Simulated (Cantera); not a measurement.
Feed: 1 mol Si3N4, 0.053 mol C, 0.016 mol H2, equilibrated at 4.20 mbar.

These are equilibrium values from Cantera (NASA tables, ideal gas, pure condensed phases), not measurements of a reactor. Candidate condensed phases: C, C6H6, C7H8, C8H18, Si, SiC, Si3N4; 105 gas species. Mutual solubility and eutectic melting of coexisting phases are not modelled. The tables' values for SiN are old estimates; treat these amounts as uncertain. Equilibrium is a limit: real reactors are often held back by kinetics, nucleation or transport.

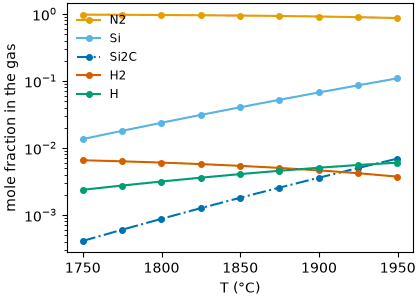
*Equilibrium gas composition (values under 1e-9 drawn at 1e-9)*

From 1750 °C to 1950 °C the condensed part is Si(l) + SiC(s). The main Si-bearing gas is Si throughout. The share of Si in condensed phases is highest at 1750 °C (98.9 %) and lowest at 1950 °C (89.9 %).
